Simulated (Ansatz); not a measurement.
# Li+ with GaCl₃: structure and interaction energy, part 1 of 2

Aim: relax the pair, then compute its interaction energy with counterpoise at many levels, up to CCSD(T).

Computed with Ansatz 0.2.0, Gaussian basis. Level: PBE0-D4 structure, single points in def2-TZVPPD.

Levels: PBE-D4, revPBE-D4, BLYP-D4, r2SCAN-D4, B97M-V, PBE0-D4, B3LYP-D4, HSE06-D4, wB97X-V, wB97M-V, B2PLYP, Hartree-Fock, MP2, CCSD, CCSD(T). The reference is CCSD(T) extrapolated to the basis limit. For elements past Ar these valence bases correlate outer-core shells poorly and lack relativity, so that limit is rough.

Correlated methods freeze the cores. Filled d shells of the heavier atoms are correlated. The outer core shell of Li, Na, Mg and K is correlated. B3LYP uses VWN-RPA correlation. B2PLYP carries no dispersion term here.

164 further runs of the same task are left out: 1 that didn't finish, 163 set aside as unsound or not needed. Runs told in other sessions of the task aren't counted.

### 1 Starting geometry

The pair, from a GFN2-xTB docking trial: 5 atoms, charge 1, spin multiplicity 1.

Atoms are counted from 1 here; the program's logs count them from 0.

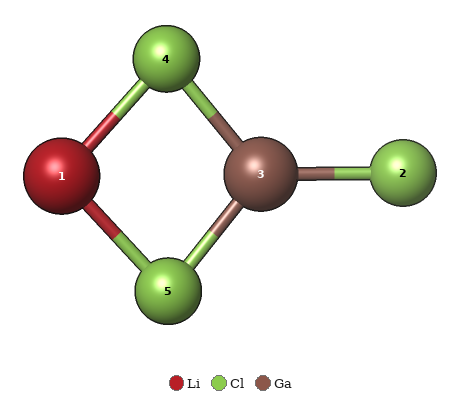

As it starts; lithium red, chlorine green, gallium brown; atoms are numbered from 1 in the order of the file.

As a file:

```tsv
atom	x (Å)	y (Å)	z (Å)
Li1	0.24210	-0.44970	-2.10000
Cl2	-0.29990	0.55520	2.67320
Ga3	-0.07860	0.14470	0.68280
Cl4	1.47330	0.75790	-0.65360
Cl5	-1.33680	-1.00810	-0.60250
```

Atoms 1 to 1 are fragment A (Li+), the rest fragment B (GaCl₃).

### 2 A first relaxation in a small basis

The input, pre/in.yaml:

```yaml
crystal:
  periodic: [false, false, false]
  atoms:
    - {symbol: Li, position_ang: [0.242100, -0.449700, -2.100000]}
    - {symbol: Cl, position_ang: [-0.299900, 0.555200, 2.673200]}
    - {symbol: Ga, position_ang: [-0.078600, 0.144700, 0.682800]}
    - {symbol: Cl, position_ang: [1.473300, 0.757900, -0.653600]}
    - {symbol: Cl, position_ang: [-1.336800, -1.008100, -0.602500]}
basis:
  gaussian: {orbitals: def2-SVP}
total_charge: 1
hamiltonian: {xc: pbe, dispersion: d4}
relax: {f_tol: 0.03, max_steps: 250}
```

The run is started by

```
$ ansatz run in.yaml --threads 4 --pin off --events-out ev --progress --plain --max-ram 9574MiB
```

Standard output (excerpt; [...] marks lines left out):

```text
Functional definition: PBE
  name "PBE"
  cite "Perdew, Burke & Ernzerhof, Phys. Rev. Lett. 77, 3865 (1996) doi:10.1103/PhysRevLett.77.3865"
  parent pbe
[...]
1076 factors; their error is unknown
[...]
mean field -90107.09457693 eV, -3311.3746489197 hartree, gradient 1.1e-5 eV, S^2 0.000000; 0 other end points of the search recorded, 0 dependent functions left out
[...]
reference -90107.09466355 eV, -3311.3746521031 hartree; 42, 42 occupied and 53, 53 virtual orbitals, 1076 factors
relax step   1: F+E_penalty+E_count = -90107.27500757 eV  Δ(F+E_penalty+E_count) = +0.000e0 eV  max|allowed force component| = 9.159e-1 eV/Å  Δτ_max = 0.0000 Å  (24 SCF iters, accepted)
[...]
reference -90107.24002482 eV, -3311.3799940313 hartree; 42, 42 occupied and 53, 53 virtual orbitals, 1076 factors
Total energy: -90107.41563219 eV, -3311.3864474831 hartree
Atom 0 at     0.257522    -0.476448    -2.267882 Å, force    -0.000395     0.000797     0.002229 eV/Å
Atom 1 at    -0.312787     0.578769     2.764597 Å, force     0.000579    -0.000939    -0.006304 eV/Å
Atom 2 at    -0.083114     0.153900     0.731422 Å, force    -0.000260     0.000046     0.003075 eV/Å
Atom 3 at     1.510843     0.777752    -0.640724 Å, force     0.000118     0.000089     0.000464 eV/Å
Atom 4 at    -1.372364    -1.033973    -0.587513 Å, force    -0.000042     0.000008     0.000536 eV/Å
Dipole moment:     0.182100    -0.336793    -1.603257 e Å
```

Wall time 6.5 s (4 threads of Arm Neoverse V1, shared host).

Along the way:

```tsv
step	energy from step 1 (eV)	largest force component (eV/Å)
1	0.0000	0.9159
2	-0.1172	0.3666
3	-0.1328	0.4811
4	-0.1393	0.2536
5	-0.1405	0.0063
```

Close pairs (by a distance rule), those that changed most:

```tsv
bond	before (Å)	after (Å)	change (Å)
Li1–Cl5	2.247	2.406	+0.160
Li1–Cl4	2.251	2.407	+0.156
Ga3–Cl5	2.136	2.194	+0.057
Ga3–Cl4	2.138	2.194	+0.056
Cl2–Ga3	2.044	2.090	+0.045
```

### 3 Relaxation at PBE0-D4

The input, relax/in.yaml:

```yaml
crystal:
  periodic: [false, false, false]
  atoms:
    - {symbol: Li, position_ang: [0.257522, -0.476448, -2.267882]}
    - {symbol: Cl, position_ang: [-0.312787, 0.578769, 2.764597]}
    - {symbol: Ga, position_ang: [-0.083114, 0.153900, 0.731422]}
    - {symbol: Cl, position_ang: [1.510843, 0.777752, -0.640724]}
    - {symbol: Cl, position_ang: [-1.372364, -1.033973, -0.587513]}
basis:
  gaussian: {orbitals: def2-TZVP}
total_charge: 1
hamiltonian: {xc: pbe0, dispersion: d4}
relax: {f_tol: 0.005, max_steps: 200}
```

The run is started by

```
$ ansatz run in.yaml --threads 4 --pin off --events-out ev --progress --plain --max-ram 9574MiB
```

Standard output (excerpt; [...] marks lines left out):

```text
Functional definition: PBE0
  name "PBE0"
  cite "Adamo & Barone, J. Chem. Phys. 110, 6158 (1999) doi:10.1063/1.478522"
[... 2 set-up lines as earlier in the session ...]
[...]
1346 factors; their error is unknown
[...]
mean field -90131.25885658 eV, -3312.2626698180 hartree, gradient 4.1e-5 eV, S^2 0.000000; 0 other end points of the search recorded, 0 dependent functions left out
[...]
Atom 1 at    -0.308000     0.569982     2.719863 Å, force    -0.000084     0.000160     0.000411 eV/Å
Atom 2 at    -0.081002     0.149921     0.714651 Å, force     0.000107    -0.000227    -0.000737 eV/Å
Atom 3 at     1.493503     0.770052    -0.626814 Å, force     0.000047     0.000045     0.000298 eV/Å
Atom 4 at    -1.357592    -1.021507    -0.574241 Å, force    -0.000052    -0.000015     0.000307 eV/Å
Dipole moment:     0.181862    -0.336492    -1.604397 e Å
```

It took 18 s on 4 threads of Arm Neoverse V1, shared host; peak memory 0.58 GiB.

Along the way:

```tsv
step	energy from step 1 (eV)	largest force component (eV/Å)
1	0.0000	0.5754
2	-0.0275	0.1606
3	-0.0284	0.0082
4	-0.0284	0.0082
5	-0.0284	0.0007
```

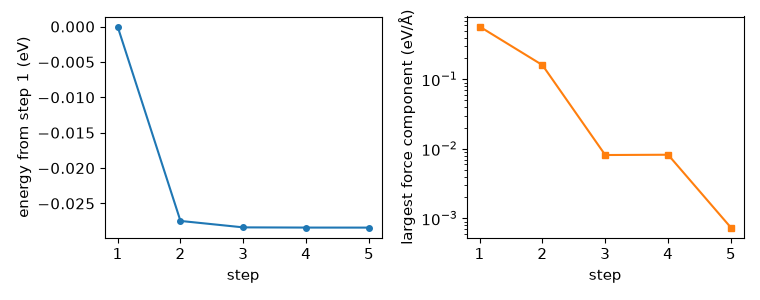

Energy and force, step by step.

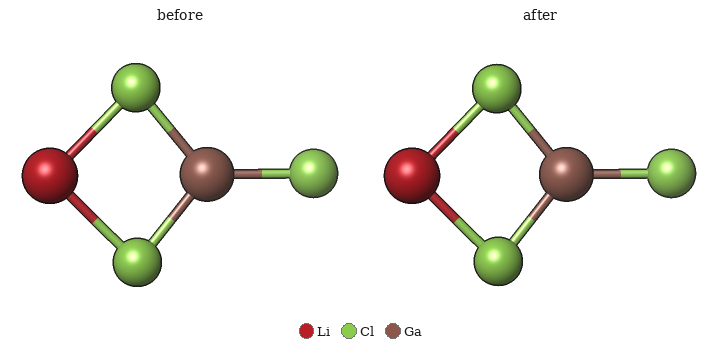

Before and after, at one scale.

Distances of close pairs at the start and the end, largest changes first:

```tsv
bond	before (Å)	after (Å)	change (Å)
Ga3–Cl5	2.194	2.159	-0.034
Ga3–Cl4	2.194	2.159	-0.034
Li1–Cl4	2.407	2.378	-0.029
Li1–Cl5	2.406	2.378	-0.029
Cl2–Ga3	2.090	2.061	-0.028
```

The shortest distance between the fragments is Li1–Cl5, 2.38 Å.

Counterpoise needs three runs a level at this geometry: the pair (ab), and each fragment in the basis of the whole pair, with ghost atoms in place of the other (a, b).

### 4 wB97X-V/def2-TZVPPD

The input, ab/in.yaml:

```yaml
crystal:
  periodic: [false, false, false]
  atoms:
    - {symbol: Li, position_ang: [0.253191, -0.468448, -2.233560]}
    - {symbol: Cl, position_ang: [-0.308000, 0.569982, 2.719863]}
    - {symbol: Ga, position_ang: [-0.081002, 0.149921, 0.714651]}
    - {symbol: Cl, position_ang: [1.493503, 0.770052, -0.626814]}
    - {symbol: Cl, position_ang: [-1.357592, -1.021507, -0.574241]}
basis:
  gaussian: {orbitals: "def2-TZVPPD.json"}
total_charge: 1
hamiltonian: {xc: {name: wB97X-V}}
```

The input, a/in.yaml:

```yaml
crystal:
  periodic: [false, false, false]
  atoms:
    - {symbol: Li, position_ang: [0.253191, -0.468448, -2.233560]}
basis:
  gaussian:
    orbitals: "def2-TZVPPD.json"
    ghost_atoms:
      - {symbol: Cl, position_ang: [-0.308000, 0.569982, 2.719863]}
      - {symbol: Ga, position_ang: [-0.081002, 0.149921, 0.714651]}
      - {symbol: Cl, position_ang: [1.493503, 0.770052, -0.626814]}
      - {symbol: Cl, position_ang: [-1.357592, -1.021507, -0.574241]}
total_charge: 1
hamiltonian: {xc: {name: wB97X-V}}
```

The input, b/in.yaml:

```yaml
crystal:
  periodic: [false, false, false]
  atoms:
    - {symbol: Cl, position_ang: [-0.308000, 0.569982, 2.719863]}
    - {symbol: Ga, position_ang: [-0.081002, 0.149921, 0.714651]}
    - {symbol: Cl, position_ang: [1.493503, 0.770052, -0.626814]}
    - {symbol: Cl, position_ang: [-1.357592, -1.021507, -0.574241]}
basis:
  gaussian:
    orbitals: "def2-TZVPPD.json"
    ghost_atoms:
      - {symbol: Li, position_ang: [0.253191, -0.468448, -2.233560]}
hamiltonian: {xc: {name: wB97X-V}}
```

The basis file named in the input lies beside it (Basis Set Exchange, JSON).

The same command starts each run, in its folder.

The run is started by

```
$ ansatz run in.yaml --threads 4 --pin off --events-out ev --progress --plain --max-ram 9574MiB
```

Output in ab (excerpt; [...] marks lines left out):

```text
Functional definition: wB97X-V
  name "wB97X-V"
  cite "Mardirossian & Head-Gordon, Phys. Chem. Chem. Phys. 16, 9904 (2014) doi:10.1039/C3CP54374A"
  cite "Becke, J. Chem. Phys. 107, 8554 (1997) doi:10.1063/1.475007"
  cite "Vydrov & Van Voorhis, J. Chem. Phys. 133, 244103 (2010) doi:10.1063/1.3521275"
[...]
      + integral(e_c_pw_opposite_spin*poly(b97_u_opposite, cos0, cos1)) + vv10(b, c)
1547 factors; their error is unknown
342 factors; integrals over basis functions are off by at most 3.2e-5 eV
[...]
mean field -90140.55374431 eV, -3312.6042506416 hartree, gradient 5.8e-5 eV, S^2 0.000000; 0 other end points of the search recorded, 0 dependent functions left out
reference -90140.55374063 eV, -3312.6042505065 hartree; 42, 42 occupied and 187, 187 virtual orbitals, 1547 factors
Total energy: -90140.55374063 eV, -3312.6042505065 hartree
```

a printed (excerpt; [...] marks lines left out):

```text
[... 5 set-up lines as earlier in the session ...]
[...]
      + integral(e_c_pw_opposite_spin*poly(b97_u_opposite, cos0, cos1)) + vv10(b, c)
1495 factors; their error is unknown
312 factors; integrals over basis functions are off by at most 4.0e-5 eV
[...]
mean field -198.05836877 eV, -7.2785108035 hartree, gradient 1.1e-6 eV, S^2 0.000000; 0 other end points of the search recorded, 0 dependent functions left out
reference -198.05836852 eV, -7.2785107943 hartree; 1, 1 occupied and 228, 228 virtual orbitals, 1495 factors
Total energy: -198.05836852 eV, -7.2785107943 hartree
```

Output in b (excerpt; [...] marks lines left out):

```text
[... 5 set-up lines as earlier in the session ...]
[...]
      + integral(e_c_pw_opposite_spin*poly(b97_u_opposite, cos0, cos1)) + vv10(b, c)
1497 factors; their error is unknown
315 factors; integrals over basis functions are off by at most 5.5e-5 eV
[...]
mean field -89941.19327273 eV, -3305.2778884426 hartree, gradient 2.6e-5 eV, S^2 0.000000; 0 other end points of the search recorded, 0 dependent functions left out
reference -89941.19326921 eV, -3305.2778883132 hartree; 41, 41 occupied and 188, 188 virtual orbitals, 1497 factors
Total energy: -89941.19326921 eV, -3305.2778883132 hartree
```

They took 10 s (ab), 2.8 s (a), 9.5 s (b) on 4 threads of Arm Neoverse V1, shared host; peak memory 0.87 GiB.

E(ab) − E(a) − E(b) = -30.03 kcal/mol.

### 5 wB97M-V/def2-TZVPPD

The same edit goes into each in.yaml of step 4 (ab, a, b):

```diff
-hamiltonian: {xc: {name: wB97X-V}}
+hamiltonian: {xc: {name: wB97M-V}}
```

The same command starts each run, in its folder.

The run is started by

```
$ ansatz run in.yaml --threads 4 --pin off --events-out ev --progress --plain --max-ram 9574MiB
```

ab printed (excerpt; [...] marks lines left out):

```text
Functional definition: wB97M-V
  name "wB97M-V"
  cite "Mardirossian & Head-Gordon, J. Chem. Phys. 144, 214110 (2016) doi:10.1063/1.4952647"
[... 2 set-up lines as earlier in the session ...]
  # Of w^i u^j: cxij and so on, Table III.
[...]
  gx(w, u) = 1 - cx + cx01*u + cx10*w
[...]
      + integral(e_c_pw_mod_opposite_spin*gos(b97_w_opposite, b97_u_opposite)) + vv10(b, c)
1544 factors; their error is unknown
342 factors; integrals over basis functions are off by at most 3.2e-5 eV
[...]
mean field -90146.39723872 eV, -3312.8189951004 hartree, gradient 6.6e-5 eV, S^2 0.000000; 0 other end points of the search recorded, 0 dependent functions left out
reference -90146.39733603 eV, -3312.8189986764 hartree; 42, 42 occupied and 187, 187 virtual orbitals, 1544 factors
Total energy: -90146.39733603 eV, -3312.8189986764 hartree
```

Output in a (excerpt; [...] marks lines left out):

```text
[... 5 set-up lines as earlier in the session ...]
  # Of w^i u^j: cxij and so on, Table III.
[...]
  gx(w, u) = 1 - cx + cx01*u + cx10*w
[...]
      + integral(e_c_pw_mod_opposite_spin*gos(b97_w_opposite, b97_u_opposite)) + vv10(b, c)
1495 factors; their error is unknown
312 factors; integrals over basis functions are off by at most 4.0e-5 eV
[...]
mean field -197.98704855 eV, -7.2758898339 hartree, gradient 1.2e-6 eV, S^2 0.000000; 0 other end points of the search recorded, 0 dependent functions left out
reference -197.98705481 eV, -7.2758900638 hartree; 1, 1 occupied and 228, 228 virtual orbitals, 1495 factors
Total energy: -197.98705481 eV, -7.2758900638 hartree
```

Output in b (excerpt; [...] marks lines left out):

```text
[... 5 set-up lines as earlier in the session ...]
  # Of w^i u^j: cxij and so on, Table III.
[...]
  gx(w, u) = 1 - cx + cx01*u + cx10*w
[...]
      + integral(e_c_pw_mod_opposite_spin*gos(b97_w_opposite, b97_u_opposite)) + vv10(b, c)
1494 factors; their error is unknown
315 factors; integrals over basis functions are off by at most 5.5e-5 eV
[...]
mean field -89947.09496114 eV, -3305.4947714912 hartree, gradient 8.9e-5 eV, S^2 0.000000; 0 other end points of the search recorded, 0 dependent functions left out
reference -89947.09505061 eV, -3305.4947747791 hartree; 41, 41 occupied and 188, 188 virtual orbitals, 1494 factors
Total energy: -89947.09505061 eV, -3305.4947747791 hartree
```

Times: 12 s (ab), 2.8 s (a), 12 s (b) on 4 threads of Arm Neoverse V1, shared host; peak memory 0.89 GiB.

Interaction energy, ab − a − b: -30.33 kcal/mol.

### 6 B2PLYP/def2-TZVPPD

Each input of step 5 (ab, a, b) changes in the same lines:

```diff
-hamiltonian: {xc: {name: wB97M-V}}
+hamiltonian: {xc: {name: B2PLYP}}
```

Each run has its own folder and the same command.

The run is started by

```
$ ansatz run in.yaml --threads 4 --pin off --events-out ev --progress --plain --max-ram 9574MiB
```

ab printed (excerpt; [...] marks lines left out):

```text
Functional definition: B2PLYP
  name "B2PLYP"
  cite "Grimme, J. Chem. Phys. 124, 034108 (2006) doi:10.1063/1.2148954"
  cite "Becke, Phys. Rev. A 38, 3098 (1988) doi:10.1103/PhysRevA.38.3098"
  cite "Lee, Yang & Parr, Phys. Rev. B 37, 785 (1988) doi:10.1103/PhysRevB.37.785"
[...]
1417 factors; integrals over basis functions are off by at most 1.0e-3 eV
[...]
mean field -90123.30547082 eV, -3311.9703882821 hartree, gradient 7.9e-6 eV, S^2 0.000000; 0 other end points of the search recorded, 0 dependent functions left out
24 core orbitals not correlated: weight in the atoms' cores, before any rotation towards them, 1.000 or more for the frozen orbitals, at most 0.000 for the correlated occupied ones
reference -90123.30567202 eV, -3311.9703956761 hartree; 18, 18 occupied and 187, 187 virtual orbitals, 1417 factors
second order -26.87364221 eV of doubles, -0.00000000 eV of singles
Total energy: -90130.56155542 eV, -3312.2370444728 hartree
```

a printed (excerpt; [...] marks lines left out):

```text
[... 5 set-up lines as earlier in the session ...]
[...]
1383 factors; integrals over basis functions are off by at most 1.0e-3 eV
[...]
mean field -197.78625242 eV, -7.2685107121 hartree, gradient 3.7e-6 eV, S^2 0.000000; 0 other end points of the search recorded, 0 dependent functions left out
reference -197.78627690 eV, -7.2685116119 hartree; 1, 1 occupied and 228, 228 virtual orbitals, 1383 factors
second order -0.89233431 eV of doubles, -0.00000000 eV of singles
Total energy: -198.02720717 eV, -7.2773656358 hartree
```

Output in b (excerpt; [...] marks lines left out):

```text
[... 5 set-up lines as earlier in the session ...]
[...]
1353 factors; integrals over basis functions are off by at most 1.0e-3 eV
[...]
mean field -89924.22230565 eV, -3304.6542169055 hartree, gradient 8.9e-6 eV, S^2 0.000000; 0 other end points of the search recorded, 0 dependent functions left out
24 core orbitals not correlated: weight in the atoms' cores, before any rotation towards them, 1.000 or more for the frozen orbitals, at most 0.000 for the correlated occupied ones
reference -89924.22249758 eV, -3304.6542239590 hartree; 17, 17 occupied and 188, 188 virtual orbitals, 1353 factors
second order -25.98171823 eV of doubles, -0.00000000 eV of singles
Total energy: -89931.23756151 eV, -3304.9120228032 hartree
```

Times: 7.5 s (ab), 1.9 s (a), 7 s (b) on 4 threads of Arm Neoverse V1, shared host; peak memory 0.67 GiB.

E(ab) − E(a) − E(b) = -29.90 kcal/mol.

### 7 B97M-V/def2-TZVPPD

The same edit goes into each in.yaml of step 6 (ab, a, b):

```diff
-hamiltonian: {xc: {name: B2PLYP}}
+hamiltonian: {xc: {name: B97M-V}}
```

The same command starts each run, in its folder.

The run is started by

```
$ ansatz run in.yaml --threads 4 --pin off --events-out ev --progress --plain --max-ram 9574MiB
```

Log of ab (excerpt; [...] marks lines left out):

```text
Functional definition: B97M-V
  name "B97M-V"
  cite "Mardirossian & Head-Gordon, J. Chem. Phys. 142, 074111 (2015) doi:10.1063/1.4907719"
[... 2 set-up lines as earlier in the session ...]
  # Of w^i u^j: cxij and so on, Table III.
[...]
  gx(w, u) = cx00 + cx01*u + cx02*u^2 + (cx10 + cx11*u)*w
[...]
  gos(w, u) = cos00 + cos01*u + cos03*u^3 + cos10*w + cos32*w^3*u^2
[...]
      + integral(e_c_pw_mod_opposite_spin*gos(b97_w_opposite, b97_u_opposite)) + vv10(b, c)
1504 factors; their error is unknown
[...]
mean field -90132.03390473 eV, -3312.2911523120 hartree, gradient 3.8e-5 eV, S^2 0.000000; 0 other end points of the search recorded, 0 dependent functions left out
reference -90132.03401239 eV, -3312.2911562685 hartree; 42, 42 occupied and 187, 187 virtual orbitals, 1504 factors
Total energy: -90132.03401239 eV, -3312.2911562685 hartree
```

Log of a (excerpt; [...] marks lines left out):

```text
[... 5 set-up lines as earlier in the session ...]
  # Of w^i u^j: cxij and so on, Table III.
[...]
  gx(w, u) = cx00 + cx01*u + cx02*u^2 + (cx10 + cx11*u)*w
[...]
  gos(w, u) = cos00 + cos01*u + cos03*u^3 + cos10*w + cos32*w^3*u^2
[...]
      + integral(e_c_pw_mod_opposite_spin*gos(b97_w_opposite, b97_u_opposite)) + vv10(b, c)
1495 factors; their error is unknown
[...]
mean field -198.92389161 eV, -7.3103181812 hartree, gradient 4.5e-6 eV, S^2 0.000000; 0 other end points of the search recorded, 0 dependent functions left out
reference -198.92389801 eV, -7.3103184164 hartree; 1, 1 occupied and 228, 228 virtual orbitals, 1495 factors
Total energy: -198.92389801 eV, -7.3103184164 hartree
```

Output in b (excerpt; [...] marks lines left out):

```text
[... 5 set-up lines as earlier in the session ...]
  # Of w^i u^j: cxij and so on, Table III.
[...]
  gx(w, u) = cx00 + cx01*u + cx02*u^2 + (cx10 + cx11*u)*w
[...]
  gos(w, u) = cos00 + cos01*u + cos03*u^3 + cos10*w + cos32*w^3*u^2
[...]
      + integral(e_c_pw_mod_opposite_spin*gos(b97_w_opposite, b97_u_opposite)) + vv10(b, c)
1454 factors; their error is unknown
[...]
mean field -89931.84692754 eV, -3304.9344165920 hartree, gradient 2.7e-5 eV, S^2 0.000000; 0 other end points of the search recorded, 0 dependent functions left out
reference -89931.84703108 eV, -3304.9344203970 hartree; 41, 41 occupied and 188, 188 virtual orbitals, 1454 factors
Total energy: -89931.84703108 eV, -3304.9344203970 hartree
```

Wall times: 8.5 s (ab), 2.4 s (a), 9 s (b) on 4 threads of Arm Neoverse V1, shared host.

E(ab) − E(a) − E(b) = -29.13 kcal/mol.

### 8 CCSD(T)/def2-TZVPPD

The same edit goes into each in.yaml of step 7 (ab, a, b):

```diff
-hamiltonian: {xc: {name: B97M-V}}
+correlation: {method: ccsd_t}
```

Each run has its own folder and the same command.

The run is started by

```
$ ansatz run in.yaml --threads 4 --pin off --events-out ev --progress --plain --max-ram 9574MiB
```

ab printed (excerpt; [...] marks lines left out):

```text
Functional definition: HF
  name "HF"
  cite "Fock, Z. Phys. 61, 126 (1930) doi:10.1007/BF01340294"
[... 1 set-up line as earlier in the session ...]
[...]
1417 factors; integrals over basis functions are off by at most 1.0e-3 eV
[...]
mean field -90049.16413630 eV, -3309.2457444933 hartree, gradient 2.4e-6 eV, S^2 0.000000; 0 other end points of the search recorded, 0 dependent functions left out
24 core orbitals not correlated: weight in the atoms' cores, before any rotation towards them, 1.000 or more for the frozen orbitals, at most 0.000 for the correlated occupied ones
reference -90049.16413630 eV, -3309.2457444933 hartree; 18, 18 occupied and 187, 187 virtual orbitals, 1417 factors
second order -22.00424510 eV of doubles, -0.00000000 eV of singles
cycle   1  -22.53146877 eV  change   -5.3e-1 eV  update   9.9e-2
[...]
cycle   8  -23.15361996 eV  change   -1.3e-5 eV  update   3.2e-5
perturbative correction -1.00065452 eV, -0.0367733754 hartree
Total energy: -90073.31841078 eV, -3310.1333977083 hartree
```

a printed (excerpt; [...] marks lines left out):

```text
[... 4 set-up lines as earlier in the session ...]
[...]
1383 factors; integrals over basis functions are off by at most 1.0e-3 eV
[...]
mean field -196.91187513 eV, -7.2363779392 hartree, gradient 6.8e-7 eV, S^2 0.000000; 0 other end points of the search recorded, 0 dependent functions left out
reference -196.91187513 eV, -7.2363779392 hartree; 1, 1 occupied and 228, 228 virtual orbitals, 1383 factors
second order -0.81782766 eV of doubles, -0.00000000 eV of singles
cycle   1  -0.91864553 eV  change   -1.0e-1 eV  update   6.5e-3
[...]
cycle   5  -0.93469648 eV  change   -6.2e-7 eV  update   7.7e-7
perturbative correction -0.00000000 eV, -0.0000000000 hartree
Total energy: -197.84657160 eV, -7.2707274012 hartree
```

Log of b (excerpt; [...] marks lines left out):

```text
[... 4 set-up lines as earlier in the session ...]
[...]
1353 factors; integrals over basis functions are off by at most 1.0e-3 eV
[...]
mean field -89851.04012228 eV, -3301.9648212713 hartree, gradient 3.3e-6 eV, S^2 0.000000; 0 other end points of the search recorded, 0 dependent functions left out
24 core orbitals not correlated: weight in the atoms' cores, before any rotation towards them, 1.000 or more for the frozen orbitals, at most 0.000 for the correlated occupied ones
reference -89851.04012228 eV, -3301.9648212713 hartree; 17, 17 occupied and 188, 188 virtual orbitals, 1353 factors
second order -21.18287992 eV of doubles, -0.00000000 eV of singles
cycle   1  -21.60325216 eV  change   -4.2e-1 eV  update   9.9e-2
[...]
cycle   8  -22.21097187 eV  change   -2.0e-5 eV  update   2.8e-5
perturbative correction -1.00447779 eV, -0.0369138780 hartree
Total energy: -89874.25557194 eV, -3302.8179733104 hartree
```

They took 2 min (ab), 12 s (a), 1.9 min (b) on 4 threads of Arm Neoverse V1, shared host; peak memory 4.2 GiB.

Interaction energy, ab − a − b: -28.05 kcal/mol.

(Continued in part 2 of 2.)
